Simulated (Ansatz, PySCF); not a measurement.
Stretching the Be1–H2 bond in BeHI (SMILES [BeH][I]) (multiplicity 1 held, fragments rigid). Energies count from the point at 1.323 Å.
Geometry at that point (charge 0, multiplicity 1):
```xyz
3

Be     0.000     0.000    -1.962
H      0.000     0.000    -3.285
I      0.000     0.000     0.210
```

Restricted levels (R-, RO-) in cc, def2 and unpolarised 6-31G sets keep to the state of the molecule at rest. U- levels take the lowest unrestricted solution at each point, which mixes spins at long bonds. Active spaces are followed from a long bond inwards. Levels need not reach the same state.

Frozen-core correlation. Filled d and f shells under p-block atoms count as core. Rows in 3-21G carry no dispersion term and start afresh at each structure; the Pople sets are all-electron and without relativity.

Programs: Ansatz (a first-principles code); PySCF for 3-21G rows. Values without a source in brackets are computed. In def2 rows elements past Kr take small-core potentials, without spin–orbit coupling.

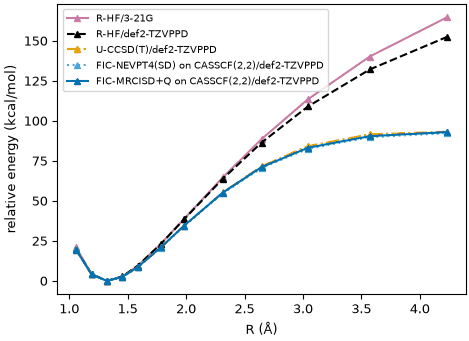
Fig. 1. Relative energy along the coordinate

Doubts at one or more of the structures used: a restricted determinant that unrestricted orbitals would lower (R-HF/3-21G, R-HF/def2-TZVPPD); a spin-contaminated determinant (U-CCSD(T)/def2-TZVPPD); T1 above 0.05 (U-CCSD(T)/def2-TZVPPD).
